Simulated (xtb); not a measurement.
# Energy and gradient calculation, with input and output: C4H5B

System: C4H5B.
Method: GFN2-xTB (xtb 6.7.1).

The geometry comes from this level: GFN2-xTB.

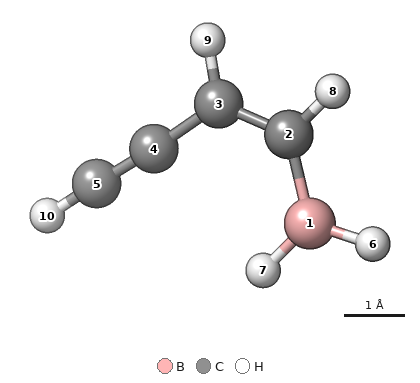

Fig. 1: The structure as given in the input (ball-and-stick view, seen at a tilt; atoms are numbered from 1 in the order of the input). Bond lengths as drawn: B–C 1.54 Å, B–H 1.17 Å, C–C 1.20 to 1.41 Å and C–H 1.05 to 1.09 Å.

### The input (coord)
```
$coord
     -2.988167229087     -0.707305591186     -1.090220795819  b
     -1.700035416236     -0.326166729110      1.487932556008  c
      0.762806847466      0.237406293037      1.824228217146  c
      2.524522924410      0.564555679732     -0.135077623388  c
      4.126613835607      0.853041269917     -1.721748369408  c
     -5.143532155051     -1.195950972492     -1.176789149588  h
     -1.818748011385     -0.509545752244     -2.954700179420  h
     -2.800441835867     -0.511870115377      3.209132904839  h
      1.555376881396      0.483316353634      3.703409669997  h
      5.481604158747      1.112519564090     -3.146148333106  h
$end
```

Run on 1 thread of Intel Xeon (Sapphire Rapids), 16 GiB of memory available, shared host.

Run as:
```bash
xtb --grad --gfn 2 --parallel 1 -- coord > out.txt 2> xtb.err
```

### The program's output
```
* xtb version 6.7.1
   ID    Z sym.   atoms
    1    5 b      1
    2    6 c      2-5
    3    1 h      6-10

           -------------------------------------------------
          |                Calculation Setup                |
           -------------------------------------------------

          program call               : xtb --grad --gfn 2 --parallel 1 -- coord
          coordinate file            : coord
          omp threads                :                     1

           -------------------------------------------------
          |                 G F N 2 - x T B                 |
           -------------------------------------------------

      * Hamiltonian:
        H0-scaling (s, p, d)           1.850000    2.230000    2.230000
        zeta-weighting                 0.500000
      * Dispersion:
        s8                             2.700000
        a1                             0.520000
        a2                             5.000000
        s9                             5.000000
      * Repulsion:
        kExp                           1.500000    1.000000
        rExp                           1.000000
      * Coulomb:
        alpha                          2.000000
        third order                    shell-resolved
        anisotropic                    true
        a3                             3.000000
        a5                             4.000000
        cn-shift                       1.200000
        cn-exp                         4.000000
        max-rad                        5.000000

          ...................................................
          :                      SETUP                      :
          :.................................................:
          :  # basis functions                  25          :
          :  # atomic orbitals                  25          :
          :  # shells                           15          :
          :  # electrons                        24          :
          :  max. iterations                   250          :
          :  Hamiltonian                  GFN2-xTB          :
          :  restarted?                      false          :
          :  GBSA solvation                  false          :
          :  PC potential                    false          :
          :  electronic temp.          300.0000000     K    :
          :  accuracy                    1.0000000          :
          :  -> integral cutoff          0.2500000E+02      :
          :  -> integral neglect         0.1000000E-07      :
          :  -> SCF convergence          0.1000000E-05 Eh   :
          :  -> wf. convergence          0.1000000E-03 e    :
          :  Broyden damping             0.4000000          :
          :  net charge                          0          :
          :  unpaired electrons                  0          :
          ...................................................

 iter      E             dE          RMSdq      gap      omega  full diag
   1    -12.3963898 -0.123964E+02  0.101E+01    3.39       0.0  T
   2    -12.4794688 -0.830790E-01  0.670E+00    2.38       1.0  T
   3    -12.4352474  0.442214E-01  0.314E+00    2.59       1.0  T
   4    -12.4878702 -0.526228E-01  0.167E+00    3.17       1.0  T
   5    -12.5041843 -0.163141E-01  0.768E-01    3.12       1.0  T
   6    -12.5052483 -0.106402E-02  0.343E-01    3.06       1.0  T
   7    -12.5060023 -0.753944E-03  0.203E-01    3.04       1.0  T
   8    -12.5063764 -0.374098E-03  0.627E-02    3.04       1.0  T
   9    -12.5063835 -0.716071E-05  0.120E-02    3.04       2.6  T
  10    -12.5063834  0.114757E-06  0.751E-03    3.04       4.2  T
  11    -12.5063837 -0.328704E-06  0.112E-03    3.04      28.2  T
  12    -12.5063837 -0.587448E-08  0.454E-04    3.04      69.7  T
  13    -12.5063837 -0.536431E-09  0.654E-05    3.04     483.4  T

   *** convergence criteria satisfied after 13 iterations ***

         #    Occupation            Energy/Eh            Energy/eV
      -------------------------------------------------------------
         1        2.0000           -0.6267232             -17.0540
       ...           ...                  ...                  ...
         6        2.0000           -0.4893900             -13.3170
         7        2.0000           -0.4638973             -12.6233
         8        2.0000           -0.4612193             -12.5504
         9        2.0000           -0.4248114             -11.5597
        10        2.0000           -0.4148090             -11.2875
        11        2.0000           -0.4051304             -11.0242
        12        2.0000           -0.3998650             -10.8809 (HOMO)
        13                         -0.2881897              -7.8420 (LUMO)
        14                         -0.1853685              -5.0441
        15                         -0.1605921              -4.3699
        16                         -0.0953570              -2.5948
        17                          0.0716044               1.9485
       ...                                ...                  ...
        25                          1.4272988              38.8388
      -------------------------------------------------------------
                  HL-Gap            0.1116753 Eh            3.0388 eV
             Fermi-level           -0.3440273 Eh           -9.3615 eV

 SCC (total)                   0 d,  0 h,  0 min,  0.004 sec
 SCC setup                      ...        0 min,  0.000 sec (  1.597%)
 Dispersion                     ...        0 min,  0.000 sec (  1.318%)
 classical contributions        ...        0 min,  0.000 sec (  0.398%)
 integral evaluation            ...        0 min,  0.000 sec ( 12.473%)
 iterations                     ...        0 min,  0.002 sec ( 54.905%)
 molecular gradient             ...        0 min,  0.001 sec ( 27.859%)
 printout                       ...        0 min,  0.000 sec (  1.275%)

         :::::::::::::::::::::::::::::::::::::::::::::::::::::
         ::                     SUMMARY                     ::
         :::::::::::::::::::::::::::::::::::::::::::::::::::::
         :: total energy             -12.226173722175 Eh    ::
         :: gradient norm              0.000601428064 Eh/a0 ::
         :: HOMO-LUMO gap              3.038840010574 eV    ::
         ::.................................................::
         :: SCC energy               -12.506380929806 Eh    ::
         :: -> isotropic ES            0.019855197924 Eh    ::
         :: -> anisotropic ES          0.003214443697 Eh    ::
         :: -> anisotropic XC          0.013361739827 Eh    ::
         :: -> dispersion             -0.005237498460 Eh    ::
         :: repulsion energy           0.280207207631 Eh    ::
         :: add. restraining           0.000000000000 Eh    ::
         :: total charge               0.000000000000 e     ::
         :::::::::::::::::::::::::::::::::::::::::::::::::::::

           -------------------------------------------------
          |                Property Printout                |
           -------------------------------------------------

    * Orbital Energies and Occupations

         #    Occupation            Energy/Eh            Energy/eV
      -------------------------------------------------------------
         1        2.0000           -0.6267232             -17.0540
         2        2.0000           -0.6100142             -16.5993
         3        2.0000           -0.5654721             -15.3873
         4        2.0000           -0.5280740             -14.3696
         5        2.0000           -0.5035961             -13.7035
         6        2.0000           -0.4893900             -13.3170
         7        2.0000           -0.4638973             -12.6233
         8        2.0000           -0.4612193             -12.5504
         9        2.0000           -0.4248114             -11.5597
        10        2.0000           -0.4148090             -11.2875
        11        2.0000           -0.4051304             -11.0242
        12        2.0000           -0.3998650             -10.8809 (HOMO)
        13                         -0.2881897              -7.8420 (LUMO)
        14                         -0.1853685              -5.0441
        15                         -0.1605921              -4.3699
        16                         -0.0953570              -2.5948
        17                          0.0716044               1.9485
        18                          0.1499551               4.0805
        19                          0.1968398               5.3563
        20                          0.3227646               8.7829
        21                          0.3464674               9.4279
        22                          0.3656591               9.9501
        23                          0.4764935              12.9660
       ...                                ...                  ...
        25                          1.4272988              38.8388
      -------------------------------------------------------------
                  HL-Gap            0.1116753 Eh            3.0388 eV
             Fermi-level           -0.3440273 Eh           -9.3615 eV

     #   Z          covCN         q      C6AA      α(0)
     1   5 b        2.783     0.229    17.888     7.071
     2   6 c        2.818    -0.103    30.591     9.062
     3   6 c        2.888     0.012    27.744     8.636
     4   6 c        1.970    -0.009    31.313     9.037
     5   6 c        1.909    -0.091    33.604     9.362
     6   1 h        0.939    -0.099     5.510     3.670
     7   1 h        0.939    -0.094     5.364     3.621
     8   1 h        0.925     0.027     2.629     2.536
     9   1 h        0.925     0.046     2.372     2.409
    10   1 h        0.928     0.083     1.949     2.183

 Mol. C6AA /au·bohr⁶  :       1269.371767
 Mol. C8AA /au·bohr⁸  :      31695.011765
 Mol. α(0) /au        :         57.585400

Wiberg/Mayer (AO) data.
largest (>0.10) Wiberg bond orders for each atom

 ---------------------------------------------------------------------------
     #   Z sym  total        # sym  WBO       # sym  WBO       # sym  WBO
 ---------------------------------------------------------------------------
     1   5 b    3.208 --     2 c    1.095     6 h    0.981     7 h    0.980
     2   6 c    3.961 --     3 c    1.754     1 b    1.095     8 h    0.971
                             5 c    0.134
     3   6 c    3.988 --     2 c    1.754     4 c    1.156     9 h    0.947
     4   6 c    3.980 --     5 c    2.788     3 c    1.156
     5   6 c    3.971 --     4 c    2.788    10 h    0.971     2 c    0.134
     6   1 h    0.990 --     1 b    0.981
     7   1 h    0.991 --     1 b    0.980
     8   1 h    0.999 --     2 c    0.971
     9   1 h    0.998 --     3 c    0.947
    10   1 h    0.992 --     5 c    0.971
 ---------------------------------------------------------------------------

Topologies differ in total number of bonds
Writing topology from bond orders to xtbtopo.mol

molecular dipole:
                 x           y           z       tot (Debye)
 q only:        0.232       0.059       0.167
   full:        0.339       0.088       0.302       1.176
molecular quadrupole (traceless):
                xx          xy          yy          xz          yz          zz
 q only:       -0.249      -0.031      -0.319      -1.263      -0.252       0.568
  q+dip:        1.282       1.087      -4.066      -4.476      -0.744       2.784
   full:       -0.571      -0.134      -0.448      -2.748      -0.564       1.019

           -------------------------------------------------
          | TOTAL ENERGY              -12.226173722175 Eh   |
          | GRADIENT NORM               0.000601428064 Eh/α |
          | HOMO-LUMO GAP               3.038840010574 eV   |
           -------------------------------------------------

------------------------------------------------------------------------
------------------------------------------------------------------------
 total:
 *  cpu-time:     0 d,  0 h,  0 min,  0.011 sec
 * ratio c/w:     1.000 speedup
 SCF:
 *  cpu-time:     0 d,  0 h,  0 min,  0.004 sec
 * ratio c/w:     1.000 speedup
```

### Standard error
```
normal termination of xtb
```

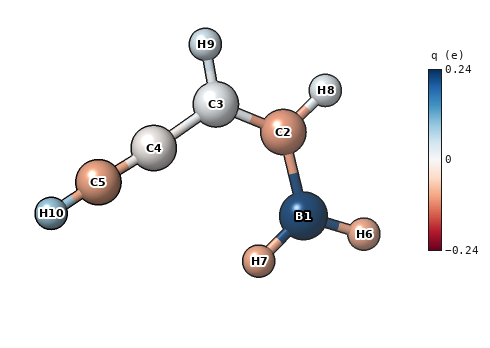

Fig. 2: Mulliken charges, as the colour of each atom (ball-and-stick view, seen at a tilt; atoms are numbered from 1 in the order of the input). By element: B +0.23, C −0.10 to +0.01 and H −0.10 to +0.08 e.

### Summary

```json
{"quantity": "outcome", "value": "converged"}
{"quantity": "electrons treated", "value": "24"}
{"quantity": "total energy", "value": "−12.226174 hartree"}
{"quantity": "dispersion energy", "value": "−0.005237 hartree"}
{"quantity": "basis functions", "value": "25"}
{"quantity": "largest force", "value": "0.020 eV/Å"}
{"quantity": "HOMO", "value": "−10.88 eV"}
{"quantity": "LUMO", "value": "−7.84 eV"}
{"quantity": "dipole moment", "value": "1.18 D"}
{"quantity": "peak memory", "value": "0.068 GiB"}
```
